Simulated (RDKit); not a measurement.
Run report: CH4BrSn, property calculation

- system: CH4BrSn, multiplicity 2, SMILES [CH3][SnH][Br]
- method: EHT (RDKit 2026.09.1)

The geometry comes from this level: GFN2-xTB.

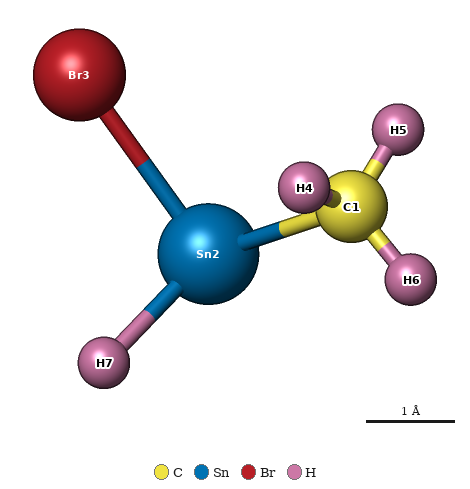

Figure 1. The structure (ball-and-stick view, seen at a tilt; atoms are numbered from 1 in the order of the input). Sticks mark near contacts. Bond lengths as drawn: Br–Sn 2.53 Å, C–H 1.08 Å, C–Sn 2.32 Å and H–Sn 1.89 Å.

## Results in brief

```csv
quantity,value
outcome,converged
total energy,−11.344033 hartree
hardware,"1 thread of Arm Neoverse V1, 24 GiB of memory available, shared host"
peak memory,0.073 GiB
```

## Input file (job.py)
```python
# eht eht with RDKit
import json
import numpy as np
from rdkit import Chem
from rdkit.Chem import AllChem
from rdkit.Chem import rdDetermineBonds
from rdkit.Chem import rdEHTTools

molecule = Chem.MolFromXYZFile("mol.xyz")
symbols = [a.GetSymbol() for a in molecule.GetAtoms()]
start = molecule.GetConformer().GetPositions().copy()

ok, res = rdEHTTools.RunMol(molecule, keepOverlapAndHamiltonianMatrices=True)
if not ok:
    raise RuntimeError("the extended Hueckel run failed")
eps = np.array(res.GetOrbitalEnergies())
nel = res.numElectrons
homo = (nel + 1) // 2 - 1
print(f"{res.numOrbitals} orbitals, {nel} valence electrons, sum of one-electron energies {res.totalEnergy:.4f} eV")
for i in range(max(0, homo - 5), min(len(eps), homo + 4)):
    print(f"{i + 1:4d} {eps[i]:10.4f} eV", "(HOMO)" if i == homo else "(LUMO)" if i == homo + 1 else "")
q = np.array(res.GetAtomicCharges())
print("Mulliken charges:", " ".join(f"{a}{i + 1}={c:+.3f}" for i, (a, c) in enumerate(zip(symbols, q))))
op = res.GetReducedOverlapPopulationMatrix()
pairs = [(k, i, op[i * (i + 1) // 2 + k]) for i in range(len(symbols)) for k in range(i) if abs(op[i * (i + 1) // 2 + k]) > 0.1]
print("reduced overlap populations above 0.1")
for k, i, p in pairs:
    print(f"  {symbols[k]}{k + 1}-{symbols[i]}{i + 1} {p:7.3f}")
json.dump(dict(symbols=symbols, start=start.tolist(), energy=res.totalEnergy * 23.060548, homo=eps[homo], lumo=eps[homo + 1] if homo + 1 < len(eps) else None, orbital_energies=eps.round(4).tolist(), charges_mulliken=q.tolist(), bond_orders=[[k + 1, i + 1, round(p, 4)] for k, i, p in pairs], nel=nel), open("results.json", "w"))
```

## File mol.xyz
```
7

C     -0.877070     0.599000    -0.174710
Sn     0.561780    -1.214150    -0.354980
Br     1.345030    -1.362210     2.045180
H     -0.285170     1.387360     0.277740
H     -1.704460     0.321680     0.469690
H     -1.231840     0.892220    -1.155000
H      2.191750    -0.623890    -1.107920
```

Launch command:
```bash
python job.py
```

## The program's output
```
16 orbitals, 19 valence electrons, sum of one-electron energies -308.6869 eV
   5   -15.6056 eV
   6   -14.0548 eV
   7   -13.3396 eV
   8   -13.1489 eV
   9   -12.8084 eV
  10    -9.5923 eV (HOMO)
  11    -1.1112 eV (LUMO)
  12    -0.1552 eV
  13     3.2150 eV
Mulliken charges: C1=-0.432 Sn2=+1.031 Br3=-0.359 H4=+0.045 H5=+0.041 H6=+0.041 H7=-0.366
reduced overlap populations above 0.1
  C1-Sn2   0.500
  Sn2-Br3   0.584
  C1-H4   0.790
  C1-H5   0.794
  C1-H6   0.795
  Sn2-H7   0.544
```
